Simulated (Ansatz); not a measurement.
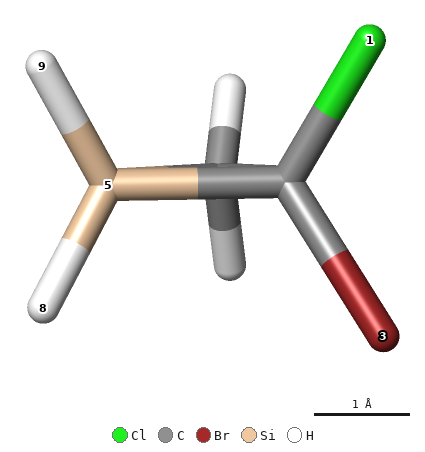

Starting structure of C2H4BrClSi. The picture is a stick view, seen at a tilt.

The start comes from PBE-D4/def2-SVP.

Method: RKS PBE0-D4/def2-TZVP in Ansatz.

The input:
```yaml
crystal:
  periodic: [false, false, false]
  atoms:
    - {symbol: Cl, position_ang: [1.294951, -1.973237, -0.366753]}
    - {symbol: C, position_ang: [0.136910, -0.637200, -0.579711]}
    - {symbol: Br, position_ang: [-0.783067, -0.687166, -2.301773]}
    - {symbol: C, position_ang: [0.643319, 0.741987, -0.145466]}
    - {symbol: Si, position_ang: [-0.754288, 0.060962, 0.933051]}
    - {symbol: H, position_ang: [0.420091, 1.575739, -0.832965]}
    - {symbol: H, position_ang: [1.675966, 0.765905, 0.244465]}
    - {symbol: H, position_ang: [-2.127521, 0.619592, 0.762972]}
    - {symbol: H, position_ang: [-0.417861, -0.512883, 2.268880]}
basis:
  gaussian: {orbitals: def2-TZVP}
hamiltonian: {xc: pbe0, dispersion: d4}
relax: {f_tol: 0.005, max_steps: 150}
```

Run as
```bash
ansatz run in.yaml --threads 4 --pin off --events-out ev --progress --plain --max-ram 10444MiB
```

### Where does the relaxation end?

Br3 moves most after the best rigid fit: 0.045 Å. Largest moves by element: Br 0.045 Å, H 0.040 Å, Cl 0.032 Å, Si 0.023 Å, C 0.016 Å. Among the contacts that change: C2–Si5 1.889 → 1.858 Å, Cl1–C2 1.781 → 1.754 Å, C2–Br3 1.953 → 1.926 Å, C4–H6 1.103 → 1.085 Å. After 7 accepted moves (8 points after the start) the energy has fallen by 0.050 eV. Largest force component: 0.58 eV/Å at the start, 0.0038 eV/Å at the end. The line search rejected the trial step at point 7 of the run.

The structure at the end:

```xyz
9

Cl    1.2814   -1.9485   -0.3809
C     0.1312   -0.6372   -0.5650
Br   -0.7848   -0.6726   -2.2591
C     0.6364    0.7415   -0.1387
Si   -0.7395    0.0691    0.9171
H     0.4365    1.5513   -0.8325
H     1.6479    0.7536    0.2553
H    -2.1089    0.5889    0.7450
H    -0.4117   -0.4926    2.2415
```
